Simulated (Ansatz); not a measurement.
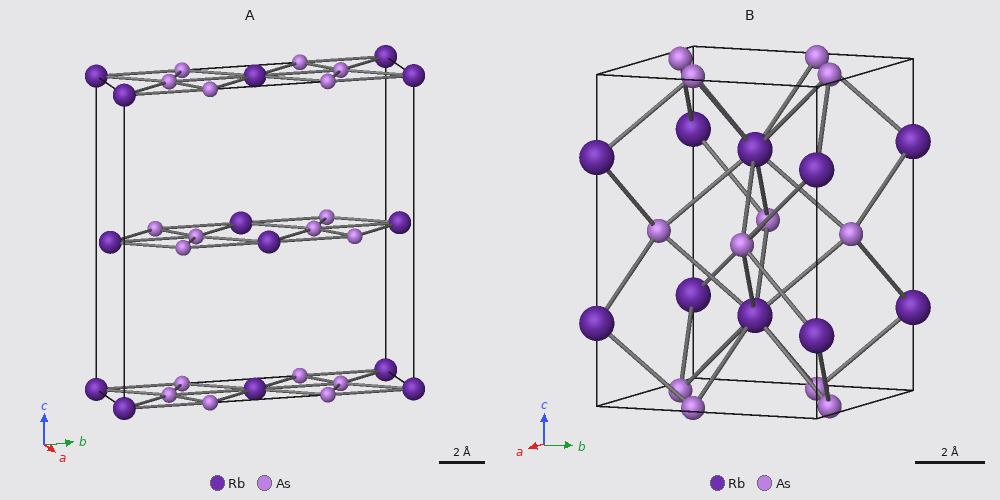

Two structures of RbAs2, each relaxed to rest (conventional cells in solid outline, small ones repeated, not to one scale). Method: DFT PBE, scalar-relativistic, plane waves, PAW in Ansatz 0.2.0, without spin polarisation.

What are the two structures?

A: 12 atoms a cell on a face-centred orthorhombic lattice, Fmmm. B: 12 atoms a cell on a body-centred tetragonal lattice, I4/mcm.

Which structure is more stable?

A is lower, by 88 meV/atom at this level of theory (energies at zero smearing). Volumes: A 66.8, B 39.6 Å³/atom.

One or both may be structure types tried for this composition rather than known phases.
